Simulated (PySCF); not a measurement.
# AlGa (triplet): what the fields show

```
atom   x (Å)   y (Å)    z (Å)
  Al  0.0000  0.0000  -1.9476
  Ga  0.0000  0.0000   0.7624
```

The calculation used PBE0/def2-SVP, non-relativistic Hamiltonian with scalar-relativistic core potentials where named, at a bond length of 2.710 Å in PySCF.

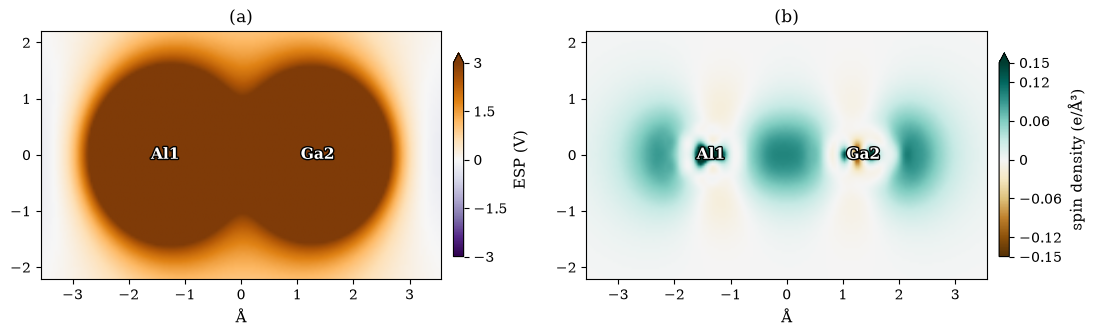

Figure 1. (a) molecular electrostatic potential; (b) spin density on a plane that holds the molecular axis.

> Read the bonding off the picture.

The section cuts through Al and Ga sites.
The unpaired spin (2 electrons) lies mostly on Al1 (about 1.0) and Ga2 (about 1.0), in electrons by Hirshfeld's partition.
The potential has no marked negative region in this plane.

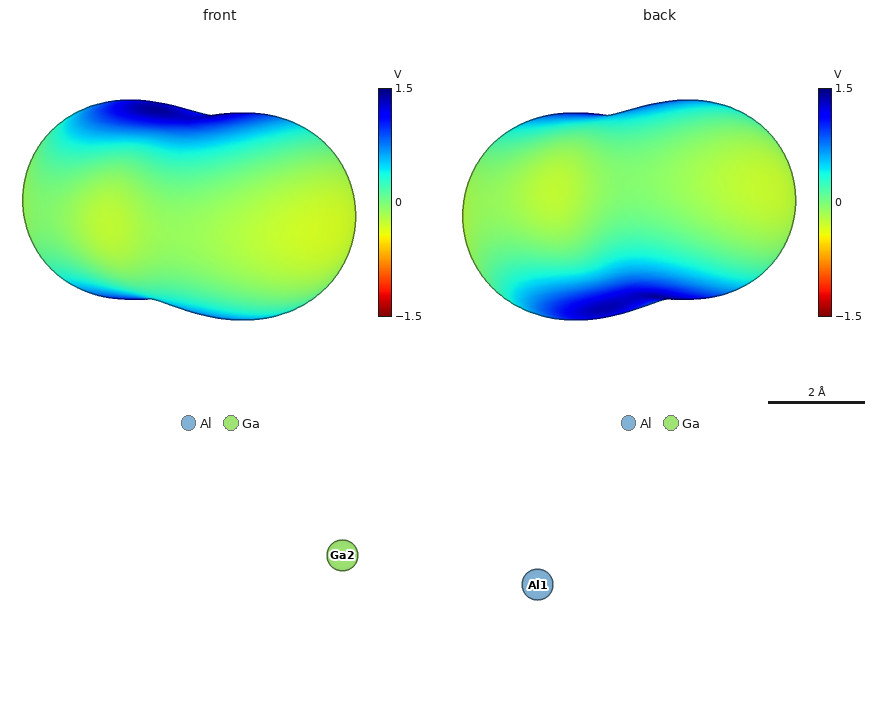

Figure 2. The electrostatic potential painted on the density surface at 0.001 e/bohr³, seen from the front and from behind; the colour scale runs from red (negative) to blue (positive). The bare structure is drawn below in the same view.

> Describe the electrostatic potential map.

The most negative region (about −0.3 V) lies over Al1, the most positive (about +1.4 V) over Ga2.
